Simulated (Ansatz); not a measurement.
```sh
ansatz run in.yaml --threads 2 --pin off --events-out ev --progress --plain --max-ram 32768MiB --backend cpu
```

```yaml
crystal:
  periodic: [false, false, false]
  atoms:
    - {symbol: O, position_ang: [0.236430, 1.208373, 1.814793]}
    - {symbol: Si, position_ang: [-0.364335, -0.316003, 1.894283]}
    - {symbol: O, position_ang: [-0.239242, -1.046721, 0.412638]}
    - {symbol: Si, position_ang: [-0.100494, -0.617807, -1.132739]}
    - {symbol: O, position_ang: [-0.234514, 1.014962, -1.169281]}
    - {symbol: F, position_ang: [1.323005, -1.035974, -1.698117]}
    - {symbol: H, position_ang: [0.066794, 1.676477, 0.989902]}
    - {symbol: H, position_ang: [0.493474, -1.070201, 2.855048]}
    - {symbol: H, position_ang: [-1.103229, -1.289358, -1.971947]}
    - {symbol: H, position_ang: [-0.077889, 1.476242, -1.994580]}
basis:
  gaussian: {orbitals: def2-TZVPP}
magnetization: {spin_polarized: true, initial_magnetization: 1}
hamiltonian: {xc: {name: B3LYP}, dispersion: d4}
output: {forces: true, orbitals: {seedname: orbitals}}
```

Describe the molecule in this file.

The molecule is FH₄O₃Si₂. As SMILES it reads `O[SiH]O[Si@@H](O)F`. It has no ring. Among its groups: Si–H bond, Si–O bond. This geometry has C1 symmetry. It is an open-shell species. Coordination: 3 O bent; 1 Si trigonal pyramidal; 1 Si tetrahedral.

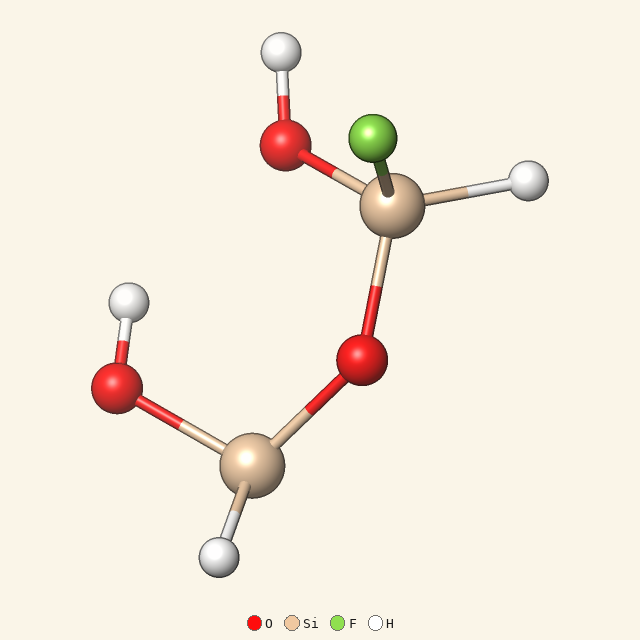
